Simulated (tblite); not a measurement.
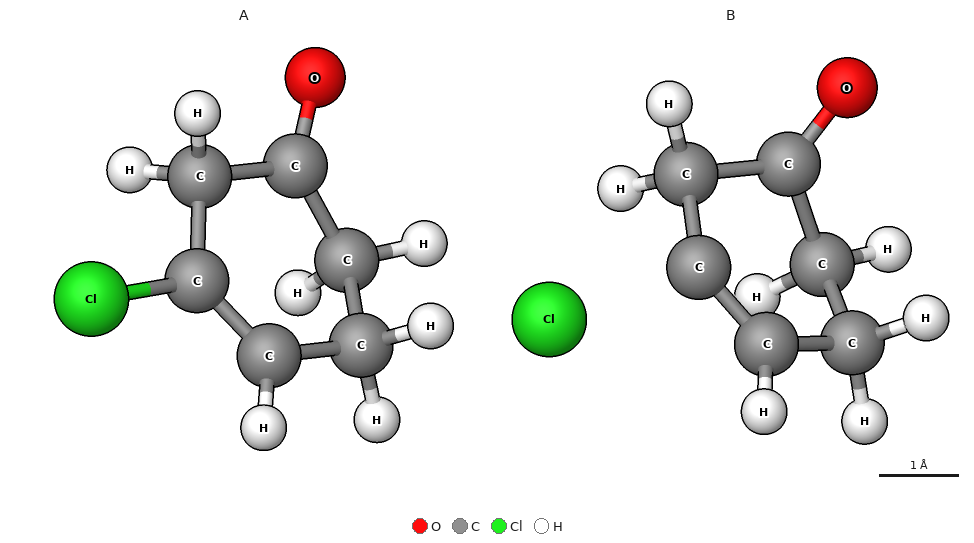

Two geometries of C₆H₇ClO (charge −1, multiplicity 2), drawn at one scale. One is the start of a relaxation, the other its converged end. The picture is a ball-and-stick view, seen from a free direction.

Computed with GFN2-xTB geometry optimisation, gas phase (tblite 0.8.0). 

Which of the two is the end point?

Answer. Structure B is the relaxed one. After 96 geometry steps the energy has fallen by 9.31 kcal/mol. The O atom moves most after the best rigid fit: 0.91 Å. By element the largest moves are O 0.91 Å, Cl 0.48 Å, H 0.41 Å, C 0.27 Å. Some distances before and after: C–Cl 1.740 → 2.188 Å, C–Cl 2.748 → 3.067 Å, C–Cl 2.669 → 2.959 Å, C–C 1.476 → 1.516 Å. Among the angles between lasting bonds that change: C–C–C 111.8° → 104.8°, C–C–C 120.0° → 113.0°, O–C–C 118.4° → 123.9°.
